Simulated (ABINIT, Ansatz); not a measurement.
# How the form of the self-energy moves the gap of CsSnI3 (Pm-3m), part 2 of 2

How much does the gap of CsSnI3 (Pm-3m) depend on the approximation to the self-energy?

ABINIT 10.8.3; PBE and many-body steps on it, plane waves. Known limits of the many-body steps: not at the basis limit; screening runs away on this mesh; no spin-orbit coupling; coarse k mesh.

So far. Step 4 (G0W0, Godby-Needs plasmon pole): The gap on the mesh goes from 0.48 eV to 0.89 eV, a correction of +0.41 eV. Step 5 (G0W0, Engel-Farid plasmon pole): Against G0W0 in ABINIT (2×2×2 mesh, 179 bands, screening to 141.5 eV, Godby-Needs plasmon pole), the gap moves by +0.029 eV.

**6. G0W0, Hybertsen-Louie plasmon pole**

Level of this step: G0W0 on PBE, plane waves, norm-conserving pseudopotentials (ABINIT).

File run.abi:

```
acell 3*1.0 Angstrom
rprim 
  6.286228000000 0.000000000000 0.000000000000
  0.000000000000 6.286228000000 0.000000000000
  0.000000000000 0.000000000000 6.286228000000
ntypat 3
znucl 55 50 53
natom 5
typat 1 2 3 3 3
xred 
  0.500000000000 0.500000000000 0.500000000000
  0.000000000000 0.000000000000 0.000000000000
  0.500000000000 0.000000000000 0.000000000000
  0.000000000000 0.000000000000 0.500000000000
  0.000000000000 0.500000000000 0.000000000000
pp_dirpath "pseudos"
pseudos "Cs.upf, Sn.upf, I.upf"
ecut 38
ngkpt 2 2 2
nshiftk 1
shiftk 0 0 0
kptopt 1
chksymbreak 0
istwfk *1
occopt 1
irdwfk 1
optdriver 4
nband 179
gwcalctyp 0
ecutsigx 38
symsigma 1
nkptgw 2
kptgw 
  0.5000000000 0.5000000000 0.5000000000
  0.0000000000 0.0000000000 0.0000000000
bdgw 
  50 56
  51 56
ecuteps 5.2
irdscr 1
ppmodel 2
indata_prefix "in"
outdata_prefix "out"
tmpdata_prefix "tmp"
```

Command:

```
$ OMP_NUM_THREADS=1 mpirun -n 8 abinit run.abi > log
```

Numbers of over 12 decimals in the logs are rounded to 6 here.

Log:

```text
.Version 10.8.3 of ABINIT. v10.8.2 released Aug 2026.

 Symmetries : space group Pm -3 m (#221); Bravais cP (primitive cubic)
[... echo of the input left out ...]
== DATASET  1 ==================================================================
-   mpi_nproc: 8, omp_nthreads: 1 (-1 if OMP is not activated)

--- !DatasetInfo
iteration_state: {dtset: 1, }
dimensions: {natom: 5, nkpt: 4, mband: 179, nsppol: 1, nspinor: 1, nspden: 1, mpw: 18805, }
cutoff_energies: {ecut:  38.0, pawecutdg:  -1.0, }
[...]
Band     E0 <VxcDFT>   SigX SigC(E0)      Z dSigC/dE  Sig(E)    E-E0       E
[...]
55   6.866  -6.273  -2.799  -3.361   0.884  -0.131  -6.173   0.100   6.966
       56   6.866  -6.273  -2.799  -3.361   0.884  -0.131  -6.173   0.100   6.966

== END DATASET(S) ==============================================================
================================================================================

 -outvars: echo values of variables after computation  --------
           etotal      0.0000000000E+00
            nband         179
             nkpt           4
          spgroup         221
 [... the other variables as echoed above ...]

 Calculation completed.
```

Wall time 53 s (8 MPI ranks of Arm Neoverse V2, shared host); peak memory 5.5 GiB; 7.1 min of CPU time.

This step gave:

```yaml
g0w0_gap_on_the_points_computed: 0.7680 eV
starting_gap_on_the_mesh: 0.4814 eV
k_of_the_valence_top: 0.5, 0.5, 0.5
k_of_the_conduction_bottom: 0.5, 0.5, 0.5
least_direct_g0w0_gap_on_the_computed_points: 0.7680 eV
```

Against G0W0 in ABINIT (2×2×2 mesh, 179 bands, screening to 141.5 eV, Godby-Needs plasmon pole), the gap moves by −0.122 eV.

**7. One-shot Hartree-Fock**

This step: one-shot Hartree-Fock on PBE, plane waves, norm-conserving pseudopotentials.

run.abi: that of step 6 with these lines changed.

```diff
@@ -27,4 +27,4 @@
 optdriver 4
-nband 179
-gwcalctyp 0
+nband 57
+gwcalctyp 5
 ecutsigx 38
@@ -38,5 +38,4 @@
   51 56
-ecuteps 5.2
-irdscr 1
-ppmodel 2
+ixc_sigma 40
+fftgw 31
 indata_prefix "in"
```

Log:

```text
.Version 10.8.3 of ABINIT. v10.8.2 released Aug 2026.

 Symmetries : space group Pm -3 m (#221); Bravais cP (primitive cubic)
[... echo of the input left out ...]
== DATASET  1 ==================================================================
-   mpi_nproc: 8, omp_nthreads: 1 (-1 if OMP is not activated)

--- !DatasetInfo
iteration_state: {dtset: 1, }
dimensions: {natom: 5, nkpt: 4, mband: 57, nsppol: 1, nspinor: 1, nspden: 1, mpw: 18805, }
cutoff_energies: {ecut:  38.0, pawecutdg:  -1.0, }
[...]
Band     E0 <VxcDFT>   SigX SigC(E0)      Z dSigC/dE  Sig(E)    E-E0       E
[...]
55   6.866  -6.273  -2.799   0.000   1.000   0.000  -2.799   3.474  10.340
       56   6.866  -6.273  -2.799   0.000   1.000   0.000  -2.799   3.474  10.340

== END DATASET(S) ==============================================================
================================================================================

 -outvars: echo values of variables after computation  --------
           etotal      0.0000000000E+00
            nband          57
             nkpt           4
          spgroup         221
 [... the other variables as echoed above ...]

 Calculation completed.
```

Run time: 7.3 s. Hardware: 8 MPI ranks; peak memory 4 GiB.

Numbers from this step:

```yaml
quasiparticle_gap_on_the_points_computed: 5.533 eV
starting_gap_on_the_mesh: 0.4814 eV
k_of_the_valence_top: 0.5, 0.5, 0.5
k_of_the_conduction_bottom: 0.5, 0.5, 0.5
least_direct_quasiparticle_gap_on_the_computed_points: 5.533 eV
```

Against G0W0 in ABINIT (2×2×2 mesh, 179 bands, screening to 141.5 eV, Godby-Needs plasmon pole), the gap moves by +4.643 eV.

**8. The runs together**

Times are wall times on 8 MPI ranks of Arm Neoverse V2, shared host, good to a factor of about two. A run's time includes the screening step that it read.

```tsv
run	mesh	bands	screening cutoff (eV)	DFT gap (eV)	gap on the mesh (eV)	direct (eV)	ε∞ used	time
G0W0, Godby-Needs plasmon pole	2×2×2	179	141.5	0.481	0.890	0.890	106.82	3.4 min
G0W0, Engel-Farid plasmon pole	2×2×2	179	141.5	0.481	0.919	0.919	106.82	3.3 min
G0W0, Hybertsen-Louie plasmon pole	2×2×2	179	141.5	0.481	0.768	0.768	106.82	3.4 min
one-shot Hartree-Fock	2×2×2	-	-	0.481	5.533	5.533	-	7.3 s
```

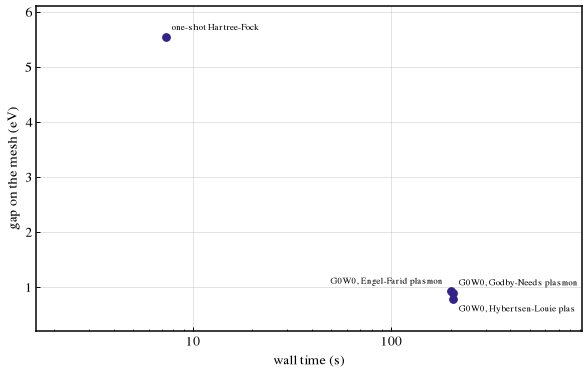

Result against wall time.

**9. Results**

- G0W0, Godby-Needs plasmon pole: 0.890 eV
- G0W0, Engel-Farid plasmon pole: 0.919 eV
- G0W0, Hybertsen-Louie plasmon pole: 0.768 eV
- one-shot Hartree-Fock: 5.533 eV
- known limits: not at the basis limit; screening runs away on this mesh; no spin-orbit coupling; coarse k mesh

**Reading.** G0W0, Engel-Farid plasmon pole: +0.029 eV against G0W0, Godby-Needs plasmon pole. G0W0, Hybertsen-Louie plasmon pole: −0.122 eV against G0W0, Godby-Needs plasmon pole. One-shot Hartree-Fock: +4.643 eV against G0W0, Godby-Needs plasmon pole. Bare exchange alone opens the gap to 5.53 eV; against G0W0, correlation takes back 4.64 eV. Bands and cutoff are finite, so the gap is not at the basis limit. The miss can reach some tenths of an eV and take either sign; the mesh is an error of its own. In the G0W0 runs levels were corrected at 2 k points alone, so a gap called «on the mesh» is the least over those, and an edge elsewhere would be missed. The 2×2×2 mesh is coarse for this cell, which bears on the long-range parts of exchange and screening. This is the ideal cubic cell; many perovskites, halides above all, are cubic only on average, and local tilts or off-centring can widen the gap. For the PBE start: On this mesh the RPA ε∞ passes 90, more than nearly any semiconductor shows; a coarse mesh does this where one point with a narrow direct gap carries much weight. The screening is then too strong, and the G0W0 gap should not be taken as the material's. The many-body steps are scalar-relativistic: spin-orbit coupling is not in them.

[Paths, hosts, dates, memory and timing lines, banners, echoed tables and standing remarks are left out of the program output.]

[Logs are printed without paths, hosts, clocks, repeated set-up lines and the standing remarks that a program may print on its own settings, such as how far it seeks lower states.]

[Runs of the session that timed out or met a known fault of the program may be left out.]

[Hosts, paths, dates, database ids (printed as entryN), source tags and the programs' standing remarks are cut or masked in the printed files.]

[G0W0 gaps are taken among the corrected bands and points alone; a level outside them can change the order at an edge.]

[Where Ansatz stands beside ABINIT at settings called matched, ABINIT's density can come from a denser mesh and the files from another edition; pairs whose starting gaps differed by over 0.03 eV were left out, so agreement reads better than it is.]
